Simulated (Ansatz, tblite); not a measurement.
# GaH2(NH2) (GaNH4): a ladder of methods and basis sets, part 2 of 2

How do method and basis change the picture of GaH2(NH2) (GaNH4) (singlet)?

Ansatz 0.2.0, Gaussian basis; as each input shows. Earlier steps stand in the parts before.

### 16 PBE0-D4/def2-TZVPD

in.yaml reads:

```yaml
crystal:
  periodic: [false, false, false]
  atoms:
    - {symbol: Ga, position_ang: [0.431903, 0.748882, 0.007868]}
    - {symbol: H, position_ang: [1.900646, 0.693908, 0.512908]}
    - {symbol: H, position_ang: [-0.346740, 2.000277, -0.485150]}
    - {symbol: N, position_ang: [-0.473702, -0.821198, -0.008198]}
    - {symbol: H, position_ang: [-1.427926, -0.920201, -0.314608]}
    - {symbol: H, position_ang: [-0.084181, -1.701667, 0.287180]}
basis:
  gaussian: {orbitals: def2-TZVPD, initial_orbitals: start.molden}
hamiltonian: {xc: pbe0, dispersion: d4}
scf: {omitted_lower_state_checks: [starts]}
output: {orbitals: {seedname: orbitals}}
```

Started as:

```sh
$ ansatz run in.yaml --threads 4 --pin off --events-out ev --progress --plain --max-ram 3916MiB
```

The program printed:

```text
Functional definition: PBE0
  name "PBE0"
  cite "Adamo & Barone, J. Chem. Phys. 110, 6158 (1999) doi:10.1063/1.478522"
  cite "Perdew, Burke & Ernzerhof, Phys. Rev. Lett. 77, 3865 (1996) doi:10.1103/PhysRevLett.77.3865"
  parent pbe
  parameter a = 0.25
  parameter kappa = 0.804
  parameter beta = 0.06672455060314922
  exchange = (1 - a)*pbe_x(kappa = kappa, mu = beta*pi^2/3) + a*exact_x
  correlation = pbe_c(beta = beta)
these checks for a lower state are left out or cut short: starts
807 factors; their error is unknown
mean field evaluation 1: about -53925.0987 eV, gradient 6.1e0 eV
mean field evaluation 2: about -53925.1406 eV, gradient 8.1e-2 eV
mean field evaluation 4: about -53925.3124 eV, gradient 2.0e-4 eV
mean field -53925.31243538 eV, -1981.7186801106 hartree, gradient 2.5e-5 eV, S^2 0.000000; 0 other end points of the search recorded, 0 dependent functions left out
reference -53925.31246786 eV, -1981.7186813043 hartree; 21, 21 occupied and 106, 106 virtual orbitals, 807 factors
Total energy: -53925.37437400 eV, -1981.7209563130 hartree
Checks for a lower state left out: starts
```

Run time: 0.7 s. Hardware: 4 threads of Arm Neoverse V2, shared host.

Report: HOMO -7.43 eV, LUMO -0.78 eV.

### 17 PBE-D4/def2-TZVPD

in.yaml: that of step 16 with these lines changed.

```diff
@@ -11,3 +11,3 @@
   gaussian: {orbitals: def2-TZVPD, initial_orbitals: start.molden}
-hamiltonian: {xc: pbe0, dispersion: d4}
+hamiltonian: {xc: pbe, dispersion: d4}
 scf: {omitted_lower_state_checks: [starts]}
```

The command is unchanged.

The program printed:

```text
Functional definition: PBE
  name "PBE"
  cite "Perdew, Burke & Ernzerhof, Phys. Rev. Lett. 77, 3865 (1996) doi:10.1103/PhysRevLett.77.3865"
  parent pbe
  parameter kappa = 0.804
  parameter beta = 0.06672455060314922
  exchange = pbe_x(kappa = kappa, mu = beta*pi^2/3)
  correlation = pbe_c(beta = beta)
these checks for a lower state are left out or cut short: starts
759 factors; their error is unknown
mean field evaluation 1: about -53923.9760 eV, gradient 1.1e1 eV
mean field evaluation 2: about -53924.1107 eV, gradient 1.9e-1 eV
mean field evaluation 4: about -53924.0881 eV, gradient 4.1e-4 eV
mean field -53924.08807680 eV, -1981.6736857626 hartree, gradient 2.3e-5 eV, S^2 0.000000; 0 other end points of the search recorded, 0 dependent functions left out
reference -53924.08812117 eV, -1981.6736873933 hartree; 21, 21 occupied and 106, 106 virtual orbitals, 759 factors
Total energy: -53924.16266687 eV, -1981.6764268972 hartree
Checks for a lower state left out: starts
```

It took 0.65 s on 4 threads of Arm Neoverse V2, shared host.

Report: HOMO -6.14 eV, LUMO -1.56 eV.

### 18 r2SCAN-D4/def2-TZVPD

in.yaml: that of step 17 with these lines changed.

```diff
@@ -11,3 +11,3 @@
   gaussian: {orbitals: def2-TZVPD, initial_orbitals: start.molden}
-hamiltonian: {xc: pbe, dispersion: d4}
+hamiltonian: {xc: r2scan, dispersion: d4}
 scf: {omitted_lower_state_checks: [starts]}
```

Same command.

The program printed:

```text
Functional definition: r2SCAN
  name "r2SCAN"
  cite "Furness, Kaplan, Ning, Perdew & Sun, J. Phys. Chem. Lett. 11, 8208 (2020) doi:10.1021/acs.jpclett.0c02405"
  cite "Furness, Kaplan, Ning, Perdew & Sun, J. Phys. Chem. Lett. 11, 9248 (2020) doi:10.1021/acs.jpclett.0c03077"
  parent r2scan
  parameter k0 = 0.174
  parameter k1 = 0.065
  parameter a1 = 4.9479
  exchange = r2scan_x(k0 = k0, k1 = k1, a1 = a1)
  correlation = r2scan_c
these checks for a lower state are left out or cut short: starts
759 factors; their error is unknown
mean field evaluation 1: about -53932.8371 eV, gradient 8.3e0 eV
mean field evaluation 2: about -53932.9004 eV, gradient 1.1e-1 eV
mean field evaluation 4: about -53932.8753 eV, gradient 2.1e-4 eV
mean field -53932.87534265 eV, -1981.9966118266 hartree, gradient 1.5e-5 eV, S^2 0.000000; 0 other end points of the search recorded, 0 dependent functions left out
reference -53932.87535644 eV, -1981.9966123332 hartree; 21, 21 occupied and 106, 106 virtual orbitals, 759 factors
Total energy: -53932.89193139 eV, -1981.9972214515 hartree
Checks for a lower state left out: starts
```

It took 1.2 s on 4 threads of Arm Neoverse V2, shared host.

HOMO -6.37 eV, LUMO -1.23 eV.

### 19 CCSD(T)/def2-TZVPP

in.yaml: that of step 18 with these lines changed.

```diff
@@ -10,4 +10,4 @@
 basis:
-  gaussian: {orbitals: def2-TZVPD, initial_orbitals: start.molden}
-hamiltonian: {xc: r2scan, dispersion: d4}
+  gaussian: {orbitals: def2-TZVPP, initial_orbitals: start.molden}
+correlation: {method: ccsd_t}
 scf: {omitted_lower_state_checks: [starts]}
```

Launched as before.

The program printed (excerpt; [...] marks lines left out):

```text
Functional definition: HF
  name "HF"
  cite "Fock, Z. Phys. 61, 126 (1930) doi:10.1007/BF01340294"
  parent pbe
[...]
814 factors; integrals over basis functions are off by at most 1.2e-3 eV
[...]
mean field -53880.10840823 eV, -1980.0574627534 hartree, gradient 1.9e-6 eV, S^2 0.000000; 0 other end points of the search recorded, 0 dependent functions left out
10 core orbitals not correlated: weight in the atoms' cores, before any rotation towards them, 1.000 or more for the frozen orbitals, at most 0.000 for the correlated occupied ones
reference -53880.10840823 eV, -1980.0574627534 hartree; 11, 11 occupied and 114, 114 virtual orbitals, 814 factors
second order -12.47092255 eV of doubles, -0.00000000 eV of singles
cycle   1  -12.31403340 eV  change    1.6e-1 eV  update   9.4e-2
[...]
cycle   9  -12.81732034 eV  change   -1.7e-5 eV  update   2.2e-5
perturbative correction -0.47950463 eV, -0.0176214701 hartree
Total energy: -53893.40523321 eV, -1980.5461120583 hartree
Checks for a lower state left out: starts
```

Run time: 5 s. Hardware: 4 threads of Arm Neoverse V2, shared host; peak memory 0.71 GiB.

From the report: Hartree-Fock HOMO -10.68 eV, LUMO 1.95 eV; T1 0.014.

### 20 MP2/def2-TZVP

in.yaml: that of step 19 with these lines changed.

```diff
@@ -10,4 +10,4 @@
 basis:
-  gaussian: {orbitals: def2-TZVPP, initial_orbitals: start.molden}
-correlation: {method: ccsd_t}
+  gaussian: {orbitals: def2-TZVP, initial_orbitals: start.molden}
+correlation: {method: mp2}
 scf: {omitted_lower_state_checks: [starts]}
```

The command is unchanged.

The program printed:

```text
Functional definition: HF
  name "HF"
  cite "Fock, Z. Phys. 61, 126 (1930) doi:10.1007/BF01340294"
  parent pbe
  exchange = exact_x
  correlation = 0
these checks for a lower state are left out or cut short: starts
718 factors; integrals over basis functions are off by at most 1.2e-3 eV
mean field evaluation 1: about -53879.4255 eV, gradient 2.5e1 eV
mean field evaluation 2: about -53879.9897 eV, gradient 7.9e-1 eV
mean field evaluation 4: about -53880.0495 eV, gradient 8.7e-3 eV
mean field evaluation 8: about -53880.0495 eV, gradient 1.4e-6 eV
mean field -53880.04945090 eV, -1980.0552961112 hartree, gradient 1.7e-6 eV, S^2 0.000000; 0 other end points of the search recorded, 0 dependent functions left out
10 core orbitals not correlated: weight in the atoms' cores, before any rotation towards them, 1.000 or more for the frozen orbitals, at most 0.000 for the correlated occupied ones
reference -53880.04945090 eV, -1980.0552961112 hartree; 11, 11 occupied and 82, 82 virtual orbitals, 718 factors
second order -12.11343712 eV of doubles, -0.00000000 eV of singles
Total energy: -53892.16288802 eV, -1980.5004567147 hartree
Checks for a lower state left out: starts
```

Run time: 0.35 s. Hardware: 4 threads of Arm Neoverse V2, shared host.

Hartree-Fock HOMO -10.68 eV, LUMO 1.95 eV.

### 21 RPA/def2-TZVP

in.yaml: that of step 20 with these lines changed.

```diff
@@ -11,4 +11,4 @@
   gaussian: {orbitals: def2-TZVP, initial_orbitals: start.molden}
-correlation: {method: mp2}
+hamiltonian: {xc: pbe}
+correlation: {method: rpa}
 scf: {omitted_lower_state_checks: [starts]}
-output: {orbitals: {seedname: orbitals}}
```

The command is unchanged.

The program printed:

```text
Functional definition: PBE
  name "PBE"
  cite "Perdew, Burke & Ernzerhof, Phys. Rev. Lett. 77, 3865 (1996) doi:10.1103/PhysRevLett.77.3865"
  parent pbe
  parameter kappa = 0.804
  parameter beta = 0.06672455060314922
  exchange = pbe_x(kappa = kappa, mu = beta*pi^2/3)
  correlation = pbe_c(beta = beta)
these checks for a lower state are left out or cut short: starts
718 factors; integrals over basis functions are off by at most 1.2e-3 eV
mean field evaluation 1: about -53923.9557 eV, gradient 9.0e0 eV
mean field evaluation 2: about -53924.0413 eV, gradient 1.0e-1 eV
mean field evaluation 4: about -53924.0391 eV, gradient 1.8e-4 eV
mean field -53924.03906031 eV, -1981.6718844398 hartree, gradient 2.4e-6 eV, S^2 0.000000; 0 other end points of the search recorded, 0 dependent functions left out
10 core orbitals not correlated: weight in the atoms' cores, before any rotation towards them, 1.000 or more for the frozen orbitals, at most 0.000 for the correlated occupied ones
reference -53878.92497374 eV, -1980.0139723381 hartree; 11, 11 occupied and 82, 82 virtual orbitals, 718 factors
Total energy: -53898.38154747 eV, -1980.7289882343 hartree
Checks for a lower state left out: starts
```

Wall time 0.75 s (4 threads of Arm Neoverse V2, shared host).

### 22 CCSD(T)/def2-TZVPD

in.yaml: that of step 21 with these lines changed.

```diff
@@ -10,5 +10,5 @@
 basis:
-  gaussian: {orbitals: def2-TZVP, initial_orbitals: start.molden}
-hamiltonian: {xc: pbe}
-correlation: {method: rpa}
+  gaussian: {orbitals: def2-TZVPD, initial_orbitals: start.molden}
+correlation: {method: ccsd_t}
 scf: {omitted_lower_state_checks: [starts]}
+output: {orbitals: {seedname: orbitals}}
```

Launched as before.

The program printed (excerpt; [...] marks lines left out):

```text
Functional definition: HF
  name "HF"
  cite "Fock, Z. Phys. 61, 126 (1930) doi:10.1007/BF01340294"
  parent pbe
[...]
889 factors; integrals over basis functions are off by at most 9.5e-4 eV
[...]
mean field -53880.08770504 eV, -1980.0567019251 hartree, gradient 9.1e-7 eV, S^2 0.000000; 0 other end points of the search recorded, 0 dependent functions left out
10 core orbitals not correlated: weight in the atoms' cores, before any rotation towards them, 1.000 or more for the frozen orbitals, at most 0.000 for the correlated occupied ones
reference -53880.08770504 eV, -1980.0567019251 hartree; 11, 11 occupied and 106, 106 virtual orbitals, 889 factors
second order -12.25836170 eV of doubles, -0.00000000 eV of singles
cycle   1  -12.12460729 eV  change    1.3e-1 eV  update   9.5e-2
[...]
cycle   9  -12.63441677 eV  change   -1.4e-5 eV  update   2.5e-5
perturbative correction -0.47852060 eV, -0.0175853075 hartree
Total energy: -53893.20064240 eV, -1980.5385934849 hartree
Checks for a lower state left out: starts
```

Run time: 4.3 s. Hardware: 4 threads of Arm Neoverse V2, shared host; peak memory 0.63 GiB.

Report: Hartree-Fock HOMO -10.69 eV, LUMO 1.60 eV; T1 0.015.

### 23 Comparison

```csv
level,functions,HOMO (eV),LUMO (eV),gap (eV),time
HF/STO-3G,27,-7.07,6.00,13.07,0.1 s
PBE-D4/def2-SVP,66,-5.93,-1.34,4.59,0.3 s
PBE-D4/def2-TZVP,103,-6.08,-1.48,4.59,0.5 s
PBE-D4/def2-TZVPD,127,-6.14,-1.56,4.58,0.65 s
r2SCAN-D4/def2-TZVP,103,-6.33,-1.18,5.15,1 s
r2SCAN-D4/def2-TZVPD,127,-6.37,-1.23,5.14,1.2 s
PBE0-D4/def2-SVP,66,-7.25,-0.56,6.69,0.45 s
PBE0-D4/def2-TZVP,103,-7.38,-0.71,6.67,0.7 s
PBE0-D4/def2-TZVPD,127,-7.43,-0.78,6.65,0.7 s
HSE06-D4/def2-TZVP,103,-6.97,-1.08,5.90,0.6 s
BHLYP-D4/def2-TZVP,103,-8.63,0.00,8.62,0.55 s
CAM-B3LYP-D4/def2-TZVP,103,-8.82,0.16,8.98,0.8 s
LC-ωPBE/def2-TZVP,103,-10.25,1.32,11.57,0.6 s
ωB97X-V/def2-TZVP,103,-9.85,1.19,11.04,1.6 s
ωB97M-V/def2-TZVP,103,-9.76,0.97,10.73,1.8 s
```

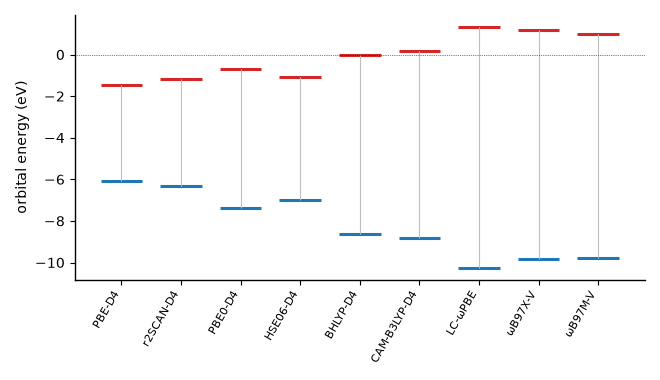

Highest filled (blue) and lowest empty (red) level in def2-TZVP.

Energy pieces by basis (eV):

```csv
basis,HF,MP2 correlation,CCSD correlation,(T),total
def2-TZVPP,-53880.1084,-12.4709,-12.8173,-0.4795,-53893.4052
def2-TZVP,-53880.0495,-12.1134,,,-53892.1629 (MP2)
def2-TZVPD,-53880.0877,-12.2584,-12.6344,-0.4785,-53893.2006
```

### 24 Binding energy

Free atoms were run apart at each level; binding is atoms less cluster, divided by the number of atoms, without zero-point or spin-orbit terms.

Differences are taken before rounding.

```csv
method,binding an atom (eV),from CCSD(T)/def2-TZVPP (eV),time
HF/def2-TZVP,1.949,-0.858,
HF/def2-TZVPD,1.954,-0.853,
HF/def2-TZVPP,1.959,-0.848,
PBE-D4/def2-SVP,2.847,+0.039,0.3 s
PBE-D4/def2-TZVP,2.852,+0.044,0.5 s
PBE-D4/def2-TZVPD,2.859,+0.051,0.65 s
r2SCAN-D4/def2-TZVP,2.837,+0.029,1 s
r2SCAN-D4/def2-TZVPD,2.842,+0.034,1.2 s
PBE0-D4/def2-SVP,2.805,-0.002,0.45 s
PBE0-D4/def2-TZVP,2.809,+0.001,0.7 s
PBE0-D4/def2-TZVPD,2.815,+0.007,0.7 s
HSE06-D4/def2-TZVP,2.810,+0.002,0.6 s
BHLYP-D4/def2-TZVP,2.769,-0.038,0.55 s
CAM-B3LYP-D4/def2-TZVP,2.871,+0.063,0.8 s
LC-ωPBE/def2-TZVP,2.844,+0.036,0.6 s
ωB97X-V/def2-TZVP,2.873,+0.065,1.6 s
ωB97M-V/def2-TZVP,2.848,+0.040,1.8 s
MP2/def2-TZVP,2.735,-0.073,0.35 s
MP2/def2-TZVPD,2.757,-0.050,
CCSD/def2-TZVPD,2.730,-0.078,
CCSD/def2-TZVPP,2.772,-0.036,
CCSD(T)/def2-TZVPD,2.765,-0.043,4.3 s
CCSD(T)/def2-TZVPP,2.808,0,5 s
```

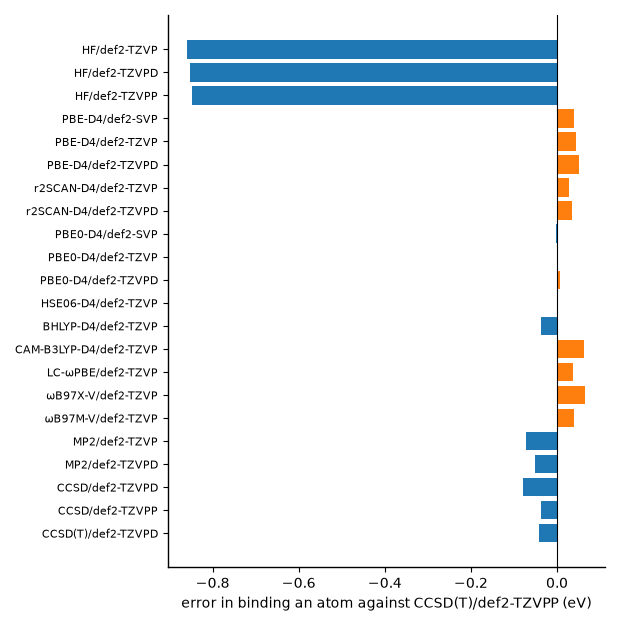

Deviations from CCSD(T)/def2-TZVPP, method by method.

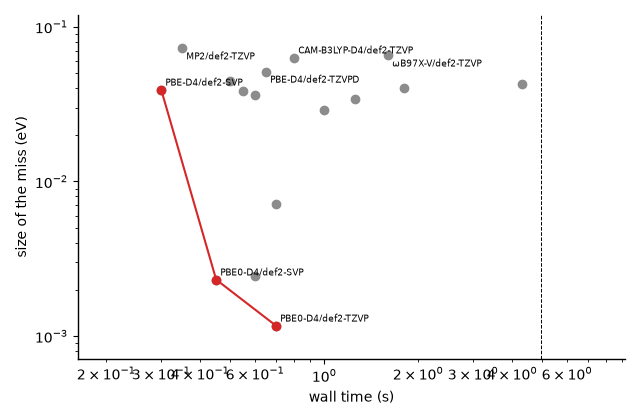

Accuracy for the time spent; red marks the levels that beat every quicker one drawn (of those quicker than the yardstick), and the dashed line is the time of CCSD(T)/def2-TZVPP. Only those levels and the largest misses are named. Times are from a shared host.

### 25 Results

The summary covers parts 1 to 2.

| quantity | value |
| --- | --- |
| gap in def2-TZVP, named functionals, smallest and largest | 4.59 eV (PBE-D4), 11.57 eV (LC-ωPBE) |
| correlation energy, CCSD(T)/def2-TZVPP | -13.30 eV |
| correlation energy, MP2/def2-TZVP | -12.11 eV |
| correlation energy, CCSD(T)/def2-TZVPD | -13.11 eV |
| binding an atom, CCSD(T)/def2-TZVPP | 2.808 eV |
| PBE0 total energy, smallest basis above largest | 8.62 eV (def2-SVP, def2-TZVPD) |

**Reading.** Over the named functionals in def2-TZVP the gap runs from 4.59 eV (PBE-D4) to 11.57 eV (LC-ωPBE); exact exchange widens it. The functionals in def2-TZVP miss CCSD(T)/def2-TZVPP by -0.038 (BHLYP-D4) to +0.065 eV (ωB97X-V) an atom. CCSD(T)/def2-TZVPP isn't at the basis-set limit; small misses against it rank nothing.

PBE0-D4/def2-TZVP reaches 0.001 eV from the reference in 0.7 s, where CCSD(T)/def2-TZVPP took 5 s; the quickest level in the cost chart, PBE-D4/def2-SVP, takes 0.3 s and misses by 0.039 eV. The slowest run with a step of its own, CCSD(T)/def2-TZVPP, took 5 s; the quickest functional in def2-TZVP took 0.5 s (shared host).
